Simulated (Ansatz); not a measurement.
## A ladder of methods for [H2PO2]− (SMILES O=[PH2][O-])

[H2PO2]−: 5 atoms, total charge -1, spin state singlet. SMILES: `O=[PH2][O-]`. Geometry: relaxed at GFN2-xTB.

```xyz
5

O    -0.5697    0.4181    1.3449
P     0.0240   -0.0294    0.0671
O     1.0871   -1.0561    0.1054
H    -0.9935   -0.4178   -0.8312
H     0.4521    1.0853   -0.6862
```

Each level gives the vertical detachment energy (to the doublet neutral) (eV). The values are calculated.

```tsv
level	kind	program	value (eV)	less FCI/STO-3G	CPU time (all runs)
SVWN5/STO-3G	LDA	Ansatz	-2.76	+1.16	3.6 s
PBE/STO-3G	GGA	Ansatz	-2.80	+1.12	6.2 s
BHLYP/STO-3G	global hybrid	Ansatz	-2.64	+1.28	4.6 s
wB97X/STO-3G	range-separated hybrid	Ansatz	-2.51	+1.41	19 s
B2PLYP/STO-3G	double hybrid	Ansatz	-2.98	+0.94	6.7 s
RPA@PBE/STO-3G	RPA	Ansatz	-4.76	-0.84	9.6 s
CCSD/STO-3G	coupled cluster or CI	Ansatz	-3.86	+0.06	1.2 s
CCSDT/STO-3G	coupled cluster or CI	Ansatz	-3.92	0.00	3.3 s
FCI/STO-3G	exact in the basis	Ansatz	-3.92	0.00	41 s
```

FCI/STO-3G is exact within its basis and frozen core, so for wave-function methods in that basis the difference is their error; functionals converge differently with the basis, so for them it is only a difference. Sets without diffuse functions describe the anion poorly. The values span -4.76 to -2.51 eV. All rows use very small basis sets, so none should be taken for the real molecule's value. Times are those of the runs behind each value, whatever else they computed, on shared processors of several kinds: orders of magnitude only.

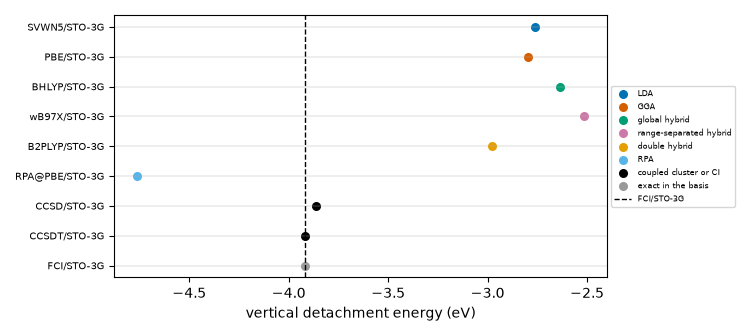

The values of the table, level by level.
